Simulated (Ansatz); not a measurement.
Molecular dynamics, with input and output: C3H6GeO (part 4 of 4)

Continued. System: C3H6GeO. Method: RKS B3LYP-D4/def2-SVP (Ansatz 0.2.0). It belongs to a series of runs on one base structure; here: dynamics from the highest image of the converged band.

Geometry of the input (Å):
```
C  0.0629  1.6984  1.8895
C  0.0971  0.4882  1.7672
O  0.1234  -0.7891  1.6039
Ge -0.4300  -1.5185  -0.5237
C  0.0235  0.0633  -1.6013
H  0.0513  2.7593  2.0373
H  0.7223  -2.5415  -0.7894
H  -0.9754  -1.3029  1.0288
H  -0.7722  0.8178  -1.5586
H  0.9498  0.4955  -1.1864
H  0.2126  -0.2275  -2.6467
```

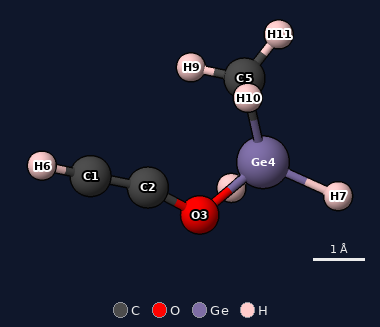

The geometry at step 156 of the log (ball-and-stick view, seen at a tilt; atoms are numbered from 1 in the order of the input).

Trajectory as extended XYZ, continued
```
11
Properties=species:S:1:pos:R:3:forces:R:3 step=107 time_fs=53.5 energy=-61761.42639 temperature=984.8
C     0.0137    1.6531    1.7514    0.0740  -1.5295   0.1808
C     0.1101    0.4281    1.6934   -0.1850  -0.7429  -1.1505
O     0.1981   -0.8641    1.3934   -1.2449   1.2605  -0.5100
Ge   -0.4251   -1.4766   -0.4312    1.8264   0.5983  -0.2084
C     0.0258    0.0737   -1.5009    1.3872   0.3412   0.1284
H    -0.1277    2.6950    1.9222    0.0524   0.2811   0.1061
H     0.4290   -2.7438   -0.4929    0.2475  -0.0540   0.3212
H    -1.5592   -1.7826   -1.4339   -1.4503  -0.4414   1.0523
H    -0.6773    0.8520   -1.1820   -0.1430   0.2155  -0.2848
H     1.0508    0.4553   -1.3454   -0.1800   0.0492   0.1345
H    -0.0562   -0.1745   -2.5764   -0.3843   0.0220   0.2305
11
Properties=species:S:1:pos:R:3:forces:R:3 step=112 time_fs=56.0 energy=-61761.49153 temperature=1040.7
C     0.0126    1.6255    1.7511   -0.0270   0.1453   0.3027
C     0.1072    0.4233    1.6600   -0.1075  -2.6110  -1.2519
O     0.1826   -0.8672    1.3385   -1.1563   1.4464   0.1050
Ge   -0.4235   -1.4721   -0.4179    2.1303   0.1795  -0.4835
C     0.0374    0.0765   -1.4835    0.8633   0.2566  -0.3524
H    -0.1134    2.6578    1.9464    0.0217   0.5656   0.1299
H     0.5193   -2.7206   -0.3464   -0.3850   0.2989  -0.0408
H    -1.5617   -1.7237   -1.4678   -1.1031  -0.5734   1.2627
H    -0.6780    0.8523   -1.1982   -0.2484   0.2495  -0.0646
H     1.0406    0.5020   -1.3856    0.1802   0.0240   0.2205
H    -0.1100   -0.1873   -2.5485   -0.1682   0.0188   0.1724
11
Properties=species:S:1:pos:R:3:forces:R:3 step=117 time_fs=58.5 energy=-61761.58714 temperature=1122.8
C     0.0114    1.5985    1.7524   -0.1220   1.5936   0.5434
C     0.1037    0.4062    1.6205   -0.1727  -2.4351  -1.0326
O     0.1629   -0.8651    1.2840   -0.9246   1.1218   0.8019
Ge   -0.4202   -1.4674   -0.4050    1.9964  -0.1195  -0.9219
C     0.0532    0.0807   -1.4678   -0.0388   0.5838  -0.5163
H    -0.0971    2.6482    1.9772    0.1053  -0.2807  -0.0455
H     0.5877   -2.6812   -0.2027   -0.7914   0.3380  -0.4897
H    -1.6293   -1.6982   -1.4263   -0.5316  -0.5365   1.4576
H    -0.6911    0.8652   -1.2186    0.1077  -0.1444   0.0741
H     1.0396    0.5495   -1.4132    0.2284  -0.1278   0.1837
H    -0.1734   -0.1990   -2.5111    0.1433   0.0068  -0.0546
11
Properties=species:S:1:pos:R:3:forces:R:3 step=122 time_fs=61.0 energy=-61761.66991 temperature=1193.7
C     0.0098    1.5782    1.7563    0.0338   0.1981   0.3106
C     0.0992    0.3781    1.5761   -0.3834   0.6262  -0.1893
O     0.1397   -0.8589    1.2325   -0.5763   0.1899   1.5309
Ge   -0.4152   -1.4628   -0.3930    1.4395  -0.2459  -1.5531
C     0.0690    0.0878   -1.4547   -0.5953   0.6527  -0.7780
H    -0.0752    2.6261    2.0062    0.0919  -0.3568  -0.0613
H     0.6109   -2.6236   -0.0880   -0.7717  -0.0454  -0.8559
H    -1.7289   -1.7043   -1.2987    0.0037  -0.3812   1.4251
H    -0.6986    0.8707   -1.2344    0.3247  -0.2981   0.2565
H     1.0505    0.5887   -1.4300   -0.0298  -0.3979   0.1096
H    -0.2281   -0.2100   -2.4765    0.4629   0.0583  -0.1950
11
Properties=species:S:1:pos:R:3:forces:R:3 step=127 time_fs=63.5 energy=-61761.67679 temperature=1199.9
C     0.0083    1.5587    1.7616    0.2026  -1.7316  -0.1816
C     0.0929    0.3532    1.5308   -0.5165   3.7925   0.8773
O     0.1143   -0.8521    1.1868   -0.1596  -0.8845   2.3445
Ge   -0.4090   -1.4584   -0.3822    0.5380  -0.2699  -2.3881
C     0.0819    0.0979   -1.4456   -0.8680   0.0321  -1.1316
H    -0.0479    2.5866    2.0325    0.0368   0.2627   0.0903
H     0.5899   -2.5702   -0.0234   -0.3469  -0.7287  -1.0236
H    -1.8289   -1.7329   -1.0871    0.3952  -0.1644   1.1375
H    -0.6889    0.8610   -1.2348    0.1080   0.0287   0.4398
H     1.0610    0.6050   -1.4400   -0.0501  -0.4963   0.0872
H    -0.2558   -0.2172   -2.4531    0.6605   0.1592  -0.2517
11
Properties=species:S:1:pos:R:3:forces:R:3 step=132 time_fs=66.0 energy=-61761.71044 temperature=1228.8
C     0.0077    1.5318    1.7662    0.1741  -0.5987  -0.0195
C     0.0841    0.3460    1.4896   -0.4444   3.7159   1.2117
O     0.0884   -0.8483    1.1501    0.3345  -1.0756   3.4044
Ge   -0.4025   -1.4543   -0.3734   -0.4199  -0.4405  -3.2216
C     0.0904    0.1081   -1.4421   -1.1228  -0.7153  -1.2820
H    -0.0182    2.5582    2.0630    0.0269   0.0873   0.0215
H     0.5485   -2.5598   -0.0192    0.1376  -1.2637  -1.0109
H    -1.9062   -1.7713   -0.8084    0.6208   0.0531   0.6494
H    -0.6728    0.8530   -1.2097   -0.1212   0.3516   0.4461
H     1.0701    0.5928   -1.4443    0.2197  -0.3698   0.1467
H    -0.2452   -0.2150   -2.4450    0.5948   0.2556  -0.3456
11
Properties=species:S:1:pos:R:3:forces:R:3 step=137 time_fs=68.5 energy=-61761.79492 temperature=1301.0
C     0.0080    1.5029    1.7711    0.0782   2.7868   0.8438
C     0.0731    0.3561    1.4541   -0.2545   0.3765   0.5503
O     0.0638   -0.8482    1.1262    0.9323  -0.2830   4.4969
Ge   -0.3962   -1.4505   -0.3672   -0.9892  -1.2544  -3.7206
C     0.0933    0.1149   -1.4449   -1.2973  -0.7461  -1.1089
H     0.0130    2.5336    2.0942   -0.0097  -0.3452  -0.1410
H     0.5127   -2.6207   -0.0754    0.1171  -0.9490  -0.9731
H    -1.9467   -1.8068   -0.4914    0.7436   0.2239   0.0445
H    -0.6613    0.8631   -1.1596    0.1485   0.1537   0.1253
H     1.0909    0.5581   -1.4395    0.2337  -0.2918   0.2824
H    -0.2002   -0.1975   -2.4575    0.2973   0.3286  -0.3995
11
Properties=species:S:1:pos:R:3:forces:R:3 step=141 time_fs=70.5 energy=-61761.79352 temperature=1299.8
C     0.0085    1.4886    1.7778    0.0527   4.0801   1.2282
C     0.0633    0.3665    1.4279   -0.1267  -1.7647   0.0738
O     0.0465   -0.8491    1.1190    1.4028   0.2388   4.9419
Ge   -0.3917   -1.4483   -0.3645   -1.2015  -2.2764  -3.8323
C     0.0911    0.1178   -1.4511   -1.0406  -0.4899  -0.9221
H     0.0377    2.5024    2.1142   -0.0391   0.1001  -0.0176
H     0.4887   -2.7102   -0.1622   -0.1955  -0.1331  -0.8826
H    -1.9476   -1.8262   -0.2342    0.7897   0.3052  -0.4804
H    -0.6466    0.8785   -1.1133    0.4199  -0.1006  -0.2329
H     1.1170    0.5174   -1.4240   -0.0881  -0.3293   0.3858
H    -0.1505   -0.1697   -2.4840    0.0264   0.3698  -0.2619
11
Properties=species:S:1:pos:R:3:forces:R:3 step=146 time_fs=73.0 energy=-61761.71509 temperature=1232.6
C     0.0095    1.4880    1.7912    0.0706   2.3689   0.6471
C     0.0505    0.3726    1.3958   -0.0286  -0.7519   0.6147
O     0.0297   -0.8496    1.1265    1.8379   0.0141   4.6065
Ge   -0.3871   -1.4472   -0.3639   -1.4399  -3.2499  -3.6579
C     0.0839    0.1191   -1.4631   -0.3331  -0.4975  -0.8274
H     0.0666    2.4740    2.1401   -0.0170   0.9801   0.2671
H     0.4474   -2.8256   -0.3168   -0.4609   0.8435  -0.5786
H    -1.9068   -1.8341    0.0591    0.6902   0.3020  -1.1147
H    -0.6068    0.8933   -1.0685    0.3414  -0.0488  -0.4654
H     1.1434    0.4490   -1.3839   -0.4294  -0.3117   0.3982
H    -0.0878   -0.1151   -2.5294   -0.2312   0.3512   0.1104
11
Properties=species:S:1:pos:R:3:forces:R:3 step=151 time_fs=75.5 energy=-61761.62427 temperature=1154.5
C     0.0108    1.4994    1.8079    0.1326   0.7472  -0.0016
C     0.0376    0.3757    1.3671    0.1004   2.1165   1.8308
O     0.0198   -0.8502    1.1513    2.0883  -0.7238   3.5354
Ge   -0.3836   -1.4487   -0.3664   -1.6660  -3.3765  -3.1600
C     0.0750    0.1178   -1.4792    0.2315  -0.8050  -0.6169
H     0.0942    2.4951    2.1786   -0.0634   0.2561  -0.0321
H     0.3801   -2.8931   -0.5053   -0.4020   1.2866  -0.1609
H    -1.8261   -1.8247    0.2865    0.3156   0.1600  -1.5856
H    -0.5482    0.9068   -1.0498   -0.0516   0.3130  -0.3647
H     1.1464    0.3626   -1.3208   -0.3306  -0.1504   0.2469
H    -0.0382   -0.0403   -2.5690   -0.3549   0.1762   0.3086
11
Properties=species:S:1:pos:R:3:forces:R:3 step=156 time_fs=78.0 energy=-61761.54581 temperature=1087.3
C     0.0127    1.5151    1.8248    0.1824   0.3470  -0.2520
C     0.0252    0.3885    1.3474    0.2493   3.0805   2.5090
O     0.0178   -0.8533    1.1892    2.1976  -0.6949   2.2886
Ge   -0.3815   -1.4530   -0.3715   -1.8108  -2.6282  -2.5053
C     0.0670    0.1126   -1.4982    0.2422  -0.6742   0.1427
H     0.1177    2.5307    2.2147   -0.1675  -0.6902  -0.4402
H     0.2901   -2.8867   -0.7039   -0.0749   1.1053   0.1886
H    -1.7277   -1.8062    0.4206   -0.3099  -0.0824  -1.7396
H    -0.4912    0.9371   -1.0529   -0.1701   0.3000  -0.2650
H     1.1307    0.2674   -1.2436   -0.0378   0.0556  -0.0486
H    -0.0091    0.0445   -2.5922   -0.3005  -0.1184   0.1217
11
Properties=species:S:1:pos:R:3:forces:R:3 step=161 time_fs=80.5 energy=-61761.50781 temperature=1054.2
C     0.0156    1.5325    1.8404    0.1037  -0.0348  -0.4891
C     0.0140    0.4158    1.3399    0.3662   1.3801   2.4212
O     0.0239   -0.8587    1.2359    2.0708   0.3697   1.0508
Ge   -0.3809   -1.4594   -0.3786   -1.7953  -1.2150  -1.8164
C     0.0601    0.1042   -1.5164    0.0835  -0.0237   1.0752
H     0.1318    2.5326    2.2276   -0.1477  -0.1730  -0.2645
H     0.1964   -2.8170   -0.8923    0.4126   0.3737   0.3067
H    -1.6483   -1.7926    0.4526   -1.0186  -0.3216  -1.4824
H    -0.4429    0.9827   -1.0726   -0.0021  -0.1915  -0.2766
H     1.1114    0.1755   -1.1700    0.0342   0.2599  -0.4692
H     0.0028    0.1221   -2.6081   -0.1073  -0.4239  -0.0556
11
Properties=species:S:1:pos:R:3:forces:R:3 step=166 time_fs=83.0 energy=-61761.40477 temperature=966.2
C     0.0189    1.5499    1.8536   -0.0125   0.0626  -0.4913
C     0.0047    0.4494    1.3444    0.4531  -1.4434   1.8858
O     0.0377   -0.8627    1.2864    1.5795   1.4176  -0.2348
Ge   -0.3818   -1.4669   -0.3872   -1.6000   0.2219  -1.0586
C     0.0538    0.0956   -1.5295    0.1271   0.3854   1.3133
H     0.1375    2.5272    2.2260   -0.0576   0.8489   0.1388
H     0.1269   -2.7253   -1.0634    0.8108  -0.4253   0.2300
H    -1.6284   -1.7976    0.3973   -1.4176  -0.4201  -0.9746
H    -0.3957    1.0184   -1.1078   -0.0100  -0.4005  -0.1042
H     1.0939    0.0992   -1.1242    0.0580   0.4555  -0.8131
H     0.0083    0.1745   -2.6254    0.0693  -0.7026   0.1087
11
Properties=species:S:1:pos:R:3:forces:R:3 step=171 time_fs=85.5 energy=-61761.39641 temperature=959.0
C     0.0222    1.5683    1.8647    0.0465   1.5268   0.0569
C    -0.0024    0.4762    1.3584    0.5289  -3.3571   1.4324
O     0.0574   -0.8616    1.3362    0.8440   1.7351  -1.4313
Ge   -0.3840   -1.4742   -0.3968   -1.5454   0.7526  -0.3805
C     0.0481    0.0888   -1.5362    0.2590   0.2704   1.0145
H     0.1388    2.5636    2.2292   -0.1301   0.2906  -0.0524
H     0.1041   -2.6555   -1.2195    0.8337  -0.5558   0.4043
H    -1.6891   -1.8265    0.2825   -0.9679  -0.2686  -0.6703
H    -0.3502    1.0330   -1.1484   -0.2342  -0.0691   0.2285
H     1.0811    0.0496   -1.1253    0.2861   0.5506  -0.8290
H     0.0170    0.1854   -2.6365    0.0796  -0.8755   0.2269
11
Properties=species:S:1:pos:R:3:forces:R:3 step=176 time_fs=88.0 energy=-61761.47647 temperature=1027.5
C     0.0258    1.5936    1.8757    0.0592   1.4451  -0.0384
C    -0.0068    0.4873    1.3799    0.6273  -2.7222   1.6935
O     0.0804   -0.8541    1.3806    0.1494   1.4191  -2.2570
Ge   -0.3876   -1.4809   -0.4067   -1.7571   0.5133  -0.1319
C     0.0438    0.0833   -1.5377    0.4090   0.1371   0.8683
H     0.1323    2.6165    2.2291   -0.1996  -0.4876  -0.3240
H     0.1297   -2.6166   -1.3496    0.5731  -0.2005   0.9128
H    -1.8043   -1.8705    0.1267    0.1388   0.0544  -0.5451
H    -0.3182    1.0430   -1.1765   -0.3528   0.1686   0.3403
H     1.0852    0.0322   -1.1745    0.4673   0.5048  -0.5633
H     0.0294    0.1449   -2.6357   -0.1146  -0.8322   0.0449
11
Properties=species:S:1:pos:R:3:forces:R:3 step=180 time_fs=90.0 energy=-61761.51626 temperature=1061.7
C     0.0288    1.6188    1.8843   -0.0615  -0.5284  -0.7764
C    -0.0081    0.4863    1.4032    0.7110  -0.8088   2.2233
O     0.0992   -0.8443    1.4102   -0.2666   0.9219  -2.5740
Ge   -0.3914   -1.4860   -0.4147   -1.7859   0.3228  -0.2131
C     0.0418    0.0794   -1.5358    0.6859   0.3228   0.8847
H     0.1190    2.6423    2.2165   -0.1563  -0.2174  -0.2345
H     0.1757   -2.5954   -1.4161    0.3509   0.0095   1.2439
H    -1.8943   -1.9045   -0.0215    0.8830   0.2755  -0.3332
H    -0.3070    1.0566   -1.1852   -0.2668  -0.0638   0.1397
H     1.1072    0.0401   -1.2390    0.2659   0.4103  -0.3053
H     0.0349    0.0769   -2.6322   -0.3595  -0.6444  -0.0552
11
Properties=species:S:1:pos:R:3:forces:R:3 step=185 time_fs=92.5 energy=-61761.53220 temperature=1075.9
C     0.0323    1.6471    1.8913   -0.1958  -2.7284  -1.4407
C    -0.0065    0.4821    1.4424    0.7591   1.2396   2.4855
O     0.1219   -0.8290    1.4385   -0.6138   0.2334  -2.6375
Ge   -0.3975   -1.4921   -0.4248   -1.4075   0.4023  -0.3285
C     0.0426    0.0761   -1.5295    1.2267   0.4107   0.4863
H     0.0942    2.6666    2.1894   -0.0970   0.3819  -0.0404
H     0.2517   -2.5690   -1.4326    0.1789   0.0224   1.3565
H    -1.9592   -1.9321   -0.2228    1.2347   0.3945   0.0627
H    -0.3070    1.0687   -1.1901   -0.1723  -0.3682  -0.1814
H     1.1460    0.0715   -1.3349   -0.2892   0.2587   0.0068
H     0.0214   -0.0411   -2.6289   -0.6237  -0.2468   0.2306
11
Properties=species:S:1:pos:R:3:forces:R:3 step=190 time_fs=95.0 energy=-61761.65417 temperature=1180.5
C     0.0348    1.6631    1.8916   -0.2086  -1.9770  -1.0818
C    -0.0011    0.4832    1.4937    0.7280   1.3734   1.9504
O     0.1422   -0.8128    1.4570   -0.8467  -0.2785  -2.4963
Ge   -0.4048   -1.4978   -0.4352   -0.5989   0.8992  -0.1539
C     0.0494    0.0746   -1.5210    1.3963  -0.1169  -0.2625
H     0.0633    2.7070    2.1581   -0.0966  -0.1952  -0.1458
H     0.3392   -2.5423   -1.3694    0.1655  -0.1884   1.1673
H    -1.9534   -1.9370   -0.4206    0.9262   0.3223   0.4349
H    -0.3183    1.0613   -1.2046   -0.2837  -0.1899  -0.2809
H     1.1692    0.1182   -1.4306   -0.5119   0.0901   0.2820
H    -0.0283   -0.1732   -2.6114   -0.6695   0.2608   0.5866
11
Properties=species:S:1:pos:R:3:forces:R:3 step=195 time_fs=97.5 energy=-61761.80692 temperature=1311.5
C     0.0363    1.6697    1.8866   -0.2354   0.2282  -0.3579
C     0.0080    0.4906    1.5546    0.6627  -0.2911   0.9027
O     0.1594   -0.7976    1.4660   -1.0308  -0.4620  -2.2200
Ge   -0.4125   -1.5028   -0.4458    0.6312   1.6868   0.3846
C     0.0629    0.0725   -1.5136    0.7050  -0.7012  -0.6166
H     0.0269    2.7360    2.1185   -0.0450  -0.7367  -0.1804
H     0.4371   -2.5273   -1.2370    0.2555  -0.4671   0.8425
H    -1.8950   -1.9235   -0.5932    0.0288   0.0677   0.6087
H    -0.3469    1.0431   -1.2351   -0.4334   0.0787  -0.2018
H     1.1652    0.1705   -1.5102   -0.0909  -0.0376   0.3836
H    -0.1168   -0.2904   -2.5614   -0.4475   0.6342   0.4547
11
Properties=species:S:1:pos:R:3:forces:R:3 step=200 time_fs=100.0 energy=-61761.84644 temperature=1345.5
C     0.0366    1.6769    1.8795   -0.2640   0.9930  -0.0465
C     0.0203    0.4964    1.6201    0.5902  -1.9651  -0.0709
O     0.1727   -0.7840    1.4668   -1.1495  -0.4585  -1.7992
Ge   -0.4197   -1.5064   -0.4560    2.0465   2.1793   1.0402
C     0.0796    0.0672   -1.5090   -0.5217  -0.5856  -0.4333
H    -0.0123    2.7280    2.0696   -0.0065   0.0601   0.0599
H     0.5492   -2.5388   -1.0535    0.1152  -0.4510   0.6490
H    -1.8354   -1.9061   -0.7309   -0.9060  -0.2259   0.5149
H    -0.3997    1.0267   -1.2775   -0.2453  -0.1634  -0.0803
H     1.1560    0.2210   -1.5682    0.3713  -0.1104   0.2471
H    -0.2311   -0.3712   -2.4862   -0.0304   0.7276  -0.0810
```
